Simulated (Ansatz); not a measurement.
# Thickness series in InSb

Start from InSb in the zinc blende structure (space group F-43m, No. 216; a = 6.520 Å). Axes: x, y, z lie along the cube axes.

Free-standing slabs (2 atom(s) a layer) normal to [110] with 15 Å of vacuum; in-plane cell held at bulk.

Calculations: Kohn–Sham DFT with the PBEsol functional, run in Ansatz (a quantum-chemistry and plane-wave program) with PAW and 420 eV plane waves, no spin-orbit coupling, earlier PAW set.

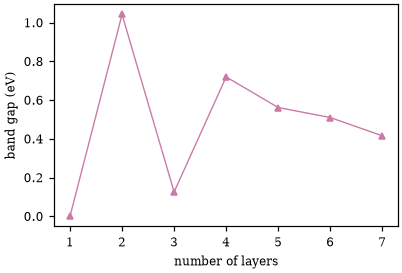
Figure. Band gap against number of layers

### Question
From the plot, what is the band gap for 5 layers?

### Answer
About 0.56 eV.

### Question
Is the trend monotonic over the range shown?

### Answer
No, it turns within the range, spanning zero to 1.04 eV.

With Sb present, leaving out spin-orbit coupling can change the band edges. Stability against distortions was not tested. All final runs are without spin polarisation. A zero or small gap of InSb can be the functional's error rather than a property of the material.
